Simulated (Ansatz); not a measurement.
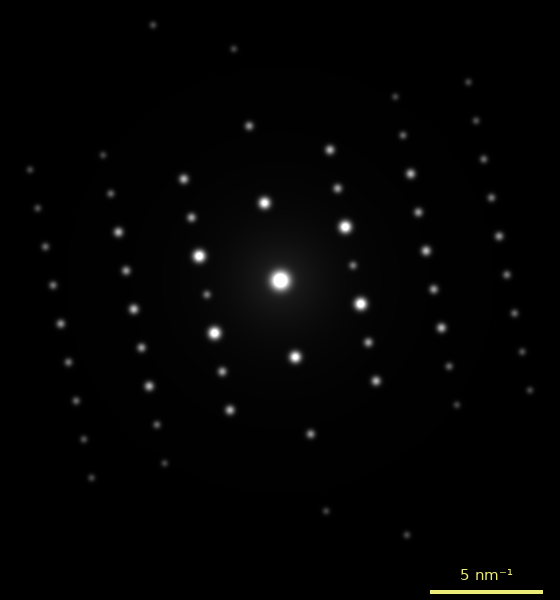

The pattern is a kinematic simulation for 200 kV electrons (no multiple scattering; isotropic B = 0.8 Å²).

Phase: Zr2B, space group P4_2/mnm (No. 136), a = 5.671 Å, c = 3.518 Å. Structure: coordinates from a relaxation with DFT PBE, scalar-relativistic, plane waves, PAW (Ansatz); the starting structure was generated, so it need not be a known form of this composition.

```
Zr B
1.0
     5.67072    0.00000    0.00000
     0.00000    5.67072    0.00000
     0.00000    0.00000    3.51754
Zr B
4 2
Direct
  0.29650 0.29650 0.00000
  0.20350 0.79650 0.50000
  0.70350 0.70350 0.00000
  0.79650 0.20350 0.50000
  0.00000 0.00000 0.00000
  0.50000 0.50000 0.50000
```

> Which low-index zone axis gives this pattern?

The spots form a rectangular net whose two shortest vectors correspond to d = 5.67 Å and 2.99 Å, 90.0° apart. They index as 0 1 0 (itself extinct) and 1 0 -1, so the zone axis is ±[101] (or an equivalent direction of <101>).

> Which reflections of this zone are missing, and why?

A screw axis and a glide plane both extinguish reflections such as 0 1 0, 0 3 0, 0 5 0; reflections such as 1 -4 -1, 1 4 -1, 1 -5 -1 are allowed but too weak to see at this display level. In a thicker crystal double diffraction can put intensity into those places emptied by glide planes or screw axes that lie on the net of the visible spots, but never into those emptied by centring.

> List the strongest reflections.

Strongest reflections with d > 0.86 Å, one of each family (|F|² from tabulated Gaussian fits of the electron scattering factors, times a small damping for the curvature of the Ewald sphere):

```tsv
hkl	d (Å)	I (strongest = 100)
1 1 -1	2.644	100
0 2 0	2.835	66
2 0 -2	1.495	17
2 2 -2	1.322	15
1 3 -1	1.598	15
1 2 -1	2.057	10
```
